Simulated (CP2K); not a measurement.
# P4 (SMILES P12P3P1P23) at revPBE-D3(BJ)/TZV2P-MOLOPT-PBE-GTH (core potential)

What is the vertical ionisation energy of P4 at revPBE-D3(BJ)/TZV2P-MOLOPT-PBE-GTH (core potential)? 

The calculation is run with CP2K 2026.2.

1 further run of the same task is left out (set aside as unsound or not needed).

### Step 1. The structure to begin with

P4: 4 atoms, total charge 0, spin state singlet. As SMILES, `P12P3P1P23`. The shape is that of a PBE0-D4/def2-TZVP optimisation.

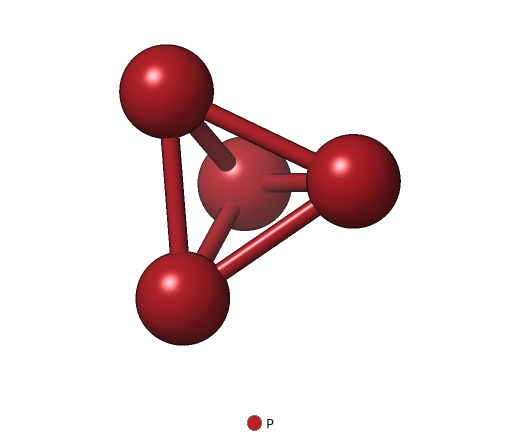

The structure, seen from a chosen angle (phosphorus red).

### Step 2. A single-point energy at revPBE-D3(BJ)/TZV2P-MOLOPT-PBE-GTH (core potential)

molecule.xyz reads:

```xyz
4

P     -0.724800    -0.100000     1.119400
P      1.294900     0.109800     0.315700
P     -0.185000    -1.091700    -0.749800
P     -0.385100     1.081900    -0.685200
```

gas.inp reads:

```
&GLOBAL
  PROJECT gas
  RUN_TYPE ENERGY
  PRINT_LEVEL MEDIUM
&END

&FORCE_EVAL
  METHOD QUICKSTEP
  &DFT
    BASIS_SET_FILE_NAME BASIS_MOLOPT_UZH
    POTENTIAL_FILE_NAME POTENTIAL_UZH
    CHARGE 0
    MULTIPLICITY 1
    &QS
      METHOD GPW
      EPS_DEFAULT 1.0E-10
    &END
    # plane-wave cutoff in Ry
    &MGRID
      CUTOFF 400
      REL_CUTOFF 50
      NGRIDS 4
    &END
    &POISSON
      PERIODIC NONE
      POISSON_SOLVER MULTIPOLE
    &END
    &SCF
      SCF_GUESS ATOMIC
      EPS_SCF 1.0E-06
      MAX_SCF 100
      ADDED_MOS 3
      &DIAGONALIZATION
        ALGORITHM STANDARD
      &END
      &MIXING
        METHOD BROYDEN_MIXING
        ALPHA 0.3
        NBUFFER 4
      &END
    &END
    # exchange and correlation
    &XC
      &XC_FUNCTIONAL
        &PBE
          PARAMETRIZATION REVPBE
        &END
      &END
      &VDW_POTENTIAL
        POTENTIAL_TYPE PAIR_POTENTIAL
        &PAIR_POTENTIAL
          TYPE DFTD3(BJ)
          PARAMETER_FILE_NAME dftd3.dat
          REFERENCE_FUNCTIONAL revPBE
          R_CUTOFF 15
        &END
      &END
    &END
    # extra output
    &PRINT
      &MOMENTS
        PERIODIC F
        REFERENCE COM
        MAX_MOMENT 1
      &END
      &MO ON
        ENERGIES T
        OCCUPATION_NUMBERS T
        NDIGITS 6
        &EACH
          QS_SCF 0
        &END
        ADD_LAST NUMERIC
      &END
      &HIRSHFELD OFF
      &END
    &END
  &END
  &SUBSYS
    # box in angstrom
    &CELL
      ABC [angstrom] 9 9.2 8.9
      PERIODIC NONE
    &END
    &TOPOLOGY
      COORD_FILE_NAME molecule.xyz
      COORD_FILE_FORMAT XYZ
      &CENTER_COORDINATES
      &END
    &END
    &KIND P
      BASIS_SET TZV2P-MOLOPT-PBE-GTH-q5
      POTENTIAL GTH-PBE-q5
    &END
  &END
&END
```

Started as:

```console
$ OMP_NUM_THREADS=1 cp2k.psmp -i gas.inp -o gas.out
```

The program printed:

```text
CP2K| version string:                                       CP2K version 2026.2
[...]
 GLOBAL| Method name                                                        CP2K
[...]
 GLOBAL| Run type                                                         ENERGY
[...]
 DFT| Spin restricted Kohn-Sham (RKS) calculation                            RKS
 DFT| Multiplicity                                                             1
[...]
 DFT| Charge                                                                   0
[...]
 FUNCTIONAL| PBE:
[...]
 QS| Method:                                                                 GPW
[...]
 QS| Density cutoff [a.u.]:                                                200.0
[...]
 QS| Relative density cutoff [a.u.]:                                        25.0
[...]
                             - Atoms:                                          4
[...]
                             - Spherical basis functions:                    116
[...]
 Number of electrons:                                                         20
[...]
     1 NoMix/Diag. 0.30E+00    0.8     0.47095706       -26.5098507152 -2.65E+01
[...]
    18 Broy./Diag. 0.30E+00    0.9     0.00000019       -26.4020040039 -3.55E-06
  *** SCF run converged in    18 steps ***
[...]
  Overlap energy of the core charge distribution:               0.00000000042429
  Self energy of the core charge distribution:                -65.58411604649113
  Core Hamiltonian energy:                                     14.10740416817455
  Hartree energy:                                              31.77906188925252
  Exchange-correlation energy:                                 -6.68583630123115
  Dispersion energy:                                           -0.01851771406422
  Total energy:                                               -26.40200400393514
[...]
                     Mulliken Population Analysis
 #  Atom  Element  Kind  Atomic population                           Net charge
       1     P        1          4.999883                              0.000117
       2     P        1          5.000394                             -0.000394
       3     P        1          4.999878                              0.000122
       4     P        1          4.999845                              0.000155
 # Total charge                             20.000000                 -0.000000
[...]
  Dipole moment [Debye]
    X= -0.6037199E-02 Y=  0.8667732E-04 Z= -0.1587242E-02  Total=      0.0062430
 ENERGY| Total FORCE_EVAL ( QS ) energy [hartree]            -26.402004003935144
[...]
```

It took 18 s on 1 thread of Arm Neoverse V2, shared host; peak memory 0.97 GiB.

### Step 3. The doublet cation

run.inp reads:

```
&GLOBAL
  PROJECT_NAME run
  RUN_TYPE ENERGY
  PRINT_LEVEL MEDIUM
&END
&FORCE_EVAL
  METHOD QS
  &DFT
    BASIS_SET_FILE_NAME BASIS_MOLOPT_UZH
    POTENTIAL_FILE_NAME POTENTIAL_UZH
    CHARGE 1
    MULTIPLICITY 2
    SPIN_POLARIZED T
    # Quickstep
    &QS
      METHOD GPW
      EPS_DEFAULT 1.0E-10
    &END
    # plane-wave cutoff in Ry
    &MGRID
      CUTOFF 400
      REL_CUTOFF 50
      NGRIDS 4
    &END
    &POISSON
      PERIODIC NONE
      POISSON_SOLVER MULTIPOLE
    &END
    # SCF settings
    &SCF
      SCF_GUESS ATOMIC
      EPS_SCF 1.0E-06
      MAX_SCF 50
      &OT
        MINIMIZER DIIS
        PRECONDITIONER FULL_SINGLE_INVERSE
      &END
      &OUTER_SCF
        EPS_SCF 1.0E-06
        MAX_SCF 10
      &END
    &END
    # functional
    &XC
      &XC_FUNCTIONAL
        &PBE
          PARAMETRIZATION REVPBE
        &END
      &END
      &VDW_POTENTIAL
        POTENTIAL_TYPE PAIR_POTENTIAL
        &PAIR_POTENTIAL
          TYPE DFTD3(BJ)
          PARAMETER_FILE_NAME dftd3.dat
          REFERENCE_FUNCTIONAL revPBE
          R_CUTOFF 15
        &END
      &END
    &END
    # extra output
    &PRINT
      &MOMENTS
        PERIODIC F
        REFERENCE COM
        MAX_MOMENT 1
      &END
      &MO_CUBES
        NLUMO 1
        NHOMO -1
        WRITE_CUBE F
      &END
      &HIRSHFELD OFF
      &END
    &END
  &END
  # structure
  &SUBSYS
    &CELL
      ABC 9 9.2 8.9
      PERIODIC NONE
    &END
    &COORD
      UNIT bohr
      P     -1.3696735    -0.1889726     2.1153594
      P      2.4470064     0.2074919     0.5965865
      P     -0.3495993    -2.0630140    -1.4169166
      P     -0.7277335     2.0444947    -1.2948403
    &END
    &TOPOLOGY
      &CENTER_COORDINATES
      &END
    &END
    &KIND P
      BASIS_SET TZV2P-MOLOPT-PBE-GTH-q5
      POTENTIAL GTH-PBE-q5
    &END
  &END
&END
```

Started as:

```console
$ OMP_NUM_THREADS=1 cp2k.psmp -i run.inp > run.out 2>&1
```

The program printed:

```text
CP2K| version string:                                       CP2K version 2026.2
[...]
 GLOBAL| Method name                                                        CP2K
[...]
 GLOBAL| Run type                                                         ENERGY
[...]
 DFT| Spin unrestricted (spin-polarized) Kohn-Sham calculation               UKS
 DFT| Multiplicity                                                             2
[...]
 DFT| Charge                                                                   1
[...]
 FUNCTIONAL| PBE:
[...]
 QS| Method:                                                                 GPW
[...]
 QS| Density cutoff [a.u.]:                                                200.0
[...]
 QS| Relative density cutoff [a.u.]:                                        25.0
[...]
                             - Atoms:                                          4
[...]
                             - Spherical basis functions:                    116
[...]
 Number of electrons:                                                         10
[...]
     1 OT DIIS     0.80E-01    1.4     0.07398623       -24.5288408808 -2.45E+01
[...]
    20 OT DIIS     0.80E-01    1.4     0.00000072       -26.0570357735  6.49E-10
  *** SCF run converged in    20 steps ***
[...]
  Overlap energy of the core charge distribution:               0.00000000042429
  Self energy of the core charge distribution:                -65.58411604649113
  Core Hamiltonian energy:                                     13.90727023937242
  Hartree energy:                                              32.04948302838717
  Exchange-correlation energy:                                 -6.41115528109683
  Dispersion energy:                                           -0.01851771408178
  Total energy:                                               -26.05703577348585
[...]
                     Mulliken Population Analysis
 #  Atom  Element  Kind  Atomic population (alpha,beta) Net charge  Spin moment
       1     P        1         2.500134     2.250231     0.249634     0.249903
       2     P        1         2.499633     2.249225     0.251142     0.250407
       3     P        1         2.499875     2.250462     0.249663     0.249414
       4     P        1         2.500357     2.250082     0.249561     0.250276
 # Total charge and spin       10.000000     9.000000     1.000000     1.000000
[...]
  Dipole moment [Debye]
    X= -0.3293217E-02 Y=  0.3526666E-05 Z=  0.5154365E-02  Total=      0.0061166
[...]
 HOMO - LUMO gap [eV] :    0.116730
 ENERGY| Total FORCE_EVAL ( QS ) energy [hartree]            -26.057035773485854
[...]
```

Run time: 98 s. Hardware: 1 thread of Arm Neoverse V2, shared host; peak memory 0.85 GiB.

### Step 4. Results

Level: revPBE-D3(BJ)/TZV2P-MOLOPT-PBE-GTH (core potential).

```
                                          quantity          value
                          singlet P4: total energy   -26.40200 Eh
                         singlet P4: dipole moment         0.01 D
                           singlet P4: HOMO energy       -6.45 eV
                           singlet P4: LUMO energy       -1.34 eV
                         singlet P4: HOMO–LUMO gap        5.11 eV
                     singlet P4: dispersion energy  -48.62 kJ/mol
                      doublet cation: total energy   -26.05704 Eh
doublet cation: HOMO energy (highest over α and β)      -12.44 eV
 doublet cation: LUMO energy (lowest over α and β)      -12.32 eV
                 doublet cation: dispersion energy  -48.62 kJ/mol
                              doublet cation: ⟨S²⟩          0.755
vertical ionisation energy (to the doublet cation)       9.387 eV
```

**Reading.** Removing an electron at fixed nuclei costs 9.39 eV (216 kcal/mol). The negative HOMO energy of the first species, 6.45 eV, lies 2.94 eV below that difference.
